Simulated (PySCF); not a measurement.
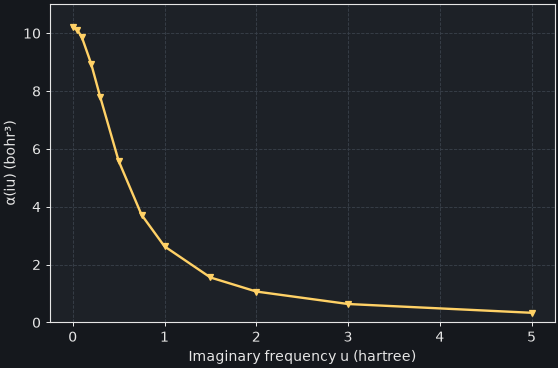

Dipole polarisability at imaginary frequency of As²⁺ ([Ar] 3d¹⁰ 4s² 4p). Coupled response at the PBE level; PySCF, aug-cc-pwCVTZ-PP with a 10-electron core potential, unrestricted single determinants, no spin-orbit coupling.

> Give the static polarisability, its fall-off and C₆.

The static dipole polarisability is 10.2 bohr³; α(iu) falls to half of it near u = 0.56 hartree. The Casimir–Polder integral gives C₆ = 45.0 hartree bohr⁶ for two such species.
